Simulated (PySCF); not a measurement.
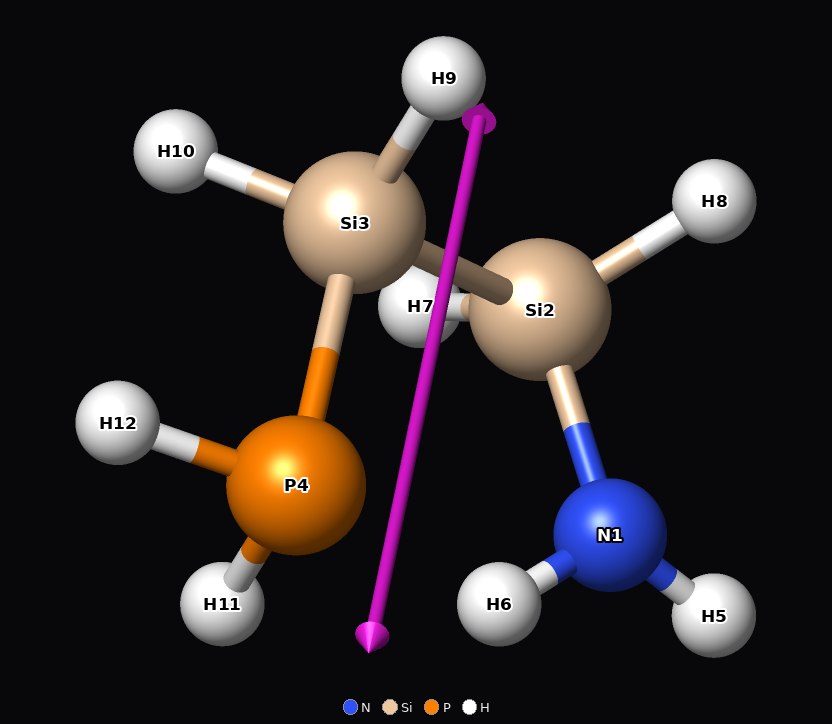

The double arrow shows the direction of the transition dipole to excited singlet state 3 (its length means nothing). Geometry: a frame of a GFN2-xTB molecular-dynamics simulation, not a minimum. Method: TDDFT PBE0/def2-SVPD, vertical, gas phase, core orbitals frozen in the response (PySCF 2.14.0).

Question. Give its energy, strength and character.

Answer. 5.95 eV (208 nm), oscillator strength 0.064, mainly HOMO−1 → LUMO (weight 0.82); transition dipole 1.68 D.
